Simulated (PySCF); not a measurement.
# C8H9S, charge −1, SMILES `CC#C/C([S-])=C\C=C/C`: electronic structure

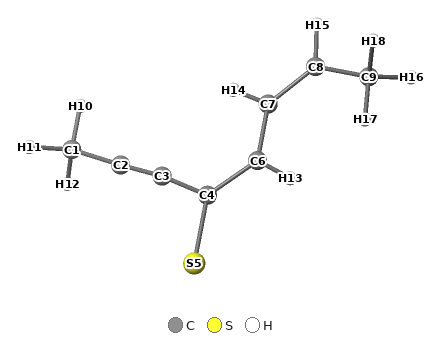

The molecule, with its atoms numbered as below. No frequency check shows the geometry to be a minimum.

Geometry (Å), atoms numbered from 1:

```
C1      -3.3685    2.0402   -0.0001
C2      -2.2972    1.0602   -0.0001
C3      -1.3805    0.2781   -0.0002
C4      -0.4110   -0.7527   -0.0001
S5      -1.0463   -2.3403    0.0001
C6       0.9308   -0.4667   -0.0002
C7       1.4508    0.8524   -0.0002
C8       2.7419    1.2414    0.0004
C9       3.9406    0.3438    0.0011
H10     -2.9623    3.0553   -0.0011
H11     -3.9943    1.9164    0.8880
H12     -3.9956    1.9150   -0.8850
H13      1.6099   -1.3088    0.0001
H14      0.6986    1.6375   -0.0008
H15      2.9711    2.3026    0.0001
H16      4.5636    0.5234   -0.8852
H17      3.6448   -0.7007    0.0015
H18      4.5649    0.5247    0.8779
```

## 1. Electrostatic potential

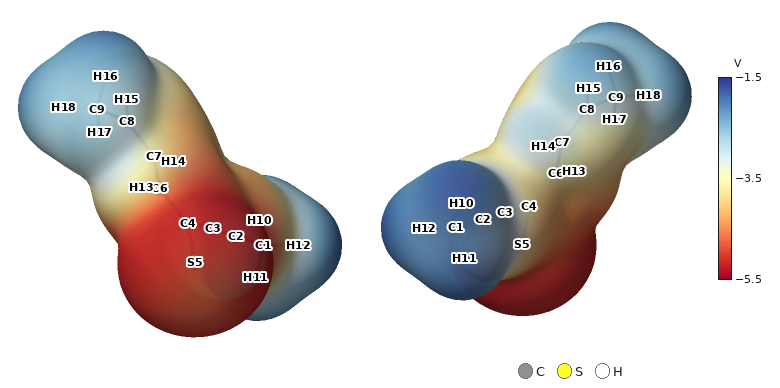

Electrostatic potential on the surface of electron density 0.001 a.u. (back view left, front view right).

Level of theory: ωB97X/6-31+G* (PySCF), at a geometry from GFN2-xTB.

Where are the extremes of the potential on the surface?

Answer. Highest: −1.76 V, 1.4 Å from H10. Further maxima include −2.10 V, 1.4 Å from H18, and at like points elsewhere. Lowest: −5.36 V, 2.4 Å from S5. The surface is sampled at points, so like sites can differ by a few per cent and only the strongest of them is named.

What volume does the surface enclose?

Answer. About 210 Å³.

## 2. In an electric field

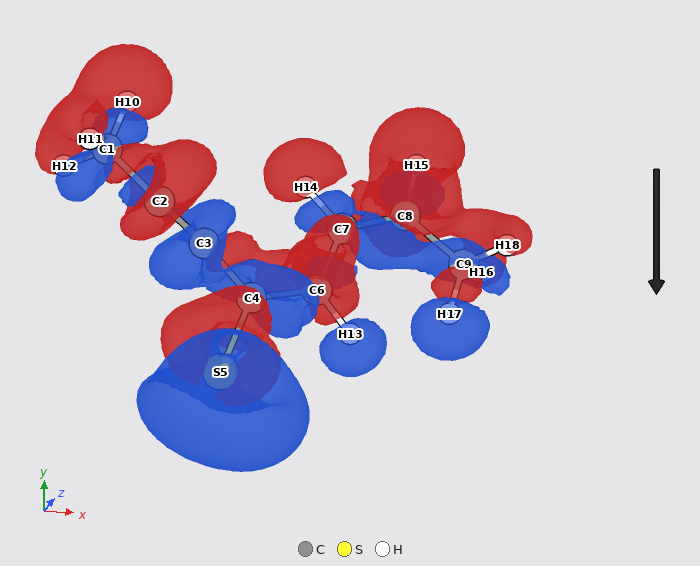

Change of the electron density in a uniform field of 0.10 V/Å along −y (arrow), surfaces at ±0.0006 e/Å³ (red: gain, blue: loss).

Level of theory: BLYP/6-31+G* (PySCF), at a geometry from GFN2-xTB. For an anion such functionals hold the outermost electrons too loosely, so the response is rough. The basis has diffuse s and p functions alone, which still leaves polarisabilities too small, most of all across bonds.

How large is the response?

Answer. The induced dipole is 0.96 D (along the field); α along this axis, from the fields in both directions, is 187 bohr³ (27.7 Å³).

Which atoms gain and lose the most charge?

Answer. Electrons gather most on C8 (Hirshfeld charge changes by −0.006 e) and leave S5 most (+0.027 e); 0.059 electrons are displaced in all.

## 3. Localised orbitals

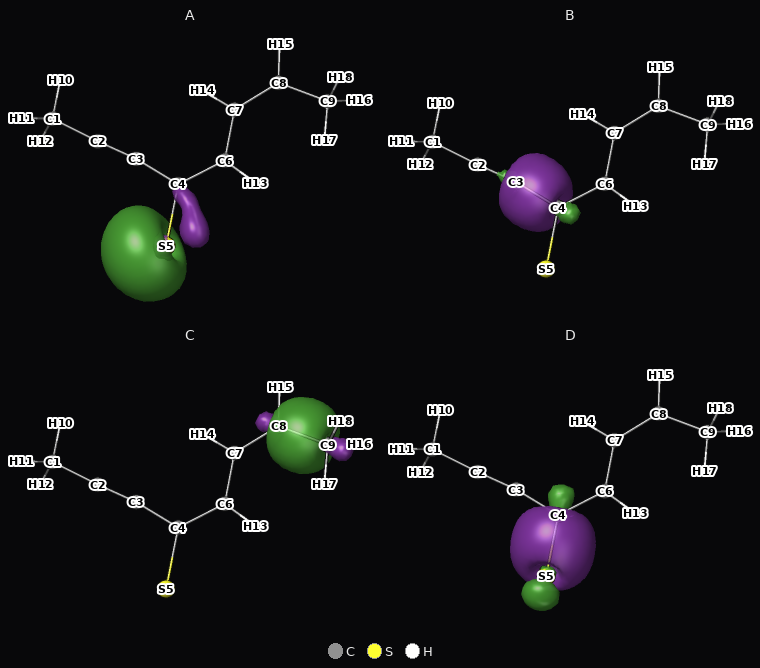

Foster–Boys orbitals, occupied; each surface holds about 85 % of the orbital's density. Energies are diagonal elements of the Fock matrix.

Level of theory: PBE/6-31G* (PySCF), at a geometry from GFN2-xTB. The basis has no diffuse functions, which an anion needs.

Name the orbitals, with their atomic make-up and energies.

Answer. By panel:
- A: lone pair on S5 (sp1.5-type) (S5 98 %; −3.2 eV)
- B: σ bond C3–C4 (C3 52 %, C4 47 %; −10.0 eV)
- C: σ bond C9–C8 (C9 51 %, C8 48 %; −8.7 eV)
- D: σ bond C4–S5 (C4 51 %, S5 47 %; −8.1 eV)

How do all the valence pairs divide up?

Answer. 24 pairs: 14 σ bonds, 8 bent bonds and 2 lone pairs.
